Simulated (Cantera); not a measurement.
Feed: 1 mol Cr, 0.048 mol H2O, 13 mol H2, at 5.30e-6 bar.

Method: chemical equilibrium by Gibbs-energy minimisation in Cantera with the NASA 1993 tables (ideal gas, pure condensed phases). Candidate condensed phases: Cr, Cr2O3, H2O; 13 gas species. Kinetics and transport are ignored.

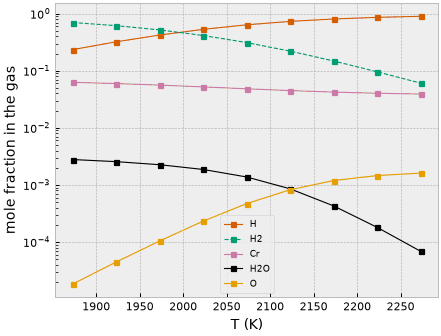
Fig. 1. Equilibrium gas composition (values under 1e-9 drawn at 1e-9)

From 1873 K to 2273 K nothing is condensed. The main Cr-bearing gas is Cr throughout.
